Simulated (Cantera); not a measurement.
Input: 1 mol Al, 0.36 mol NH3, 6.8 mol N2, 0.014 mol O2, equilibrated at 1975 K.

Cantera equilibrium calculation (NASA polynomials, part measured and part estimated; ideal gas, pure solids and liquids). Candidate condensed phases: Al, AlN, Al2O3, H2O; 35 gas species. Mutual solubility and eutectic melting of coexisting phases are not modelled. The tables' values for AlOH are old estimates; treat these amounts as uncertain. Condensed phases not in the tables: aluminium oxynitride. The numbers say what is thermodynamically allowed, not how fast it happens.

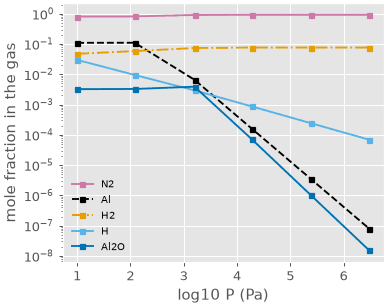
Fig. 1. Equilibrium gas composition (values under 1e-9 drawn at 1e-9)

From 0.000100 bar to 0.00120 bar nothing is condensed. At 0.0160 bar the condensed part is AlN(s). From 0.190 bar to 30.0 bar the condensed part is AlN(s) + Al2O3(s).
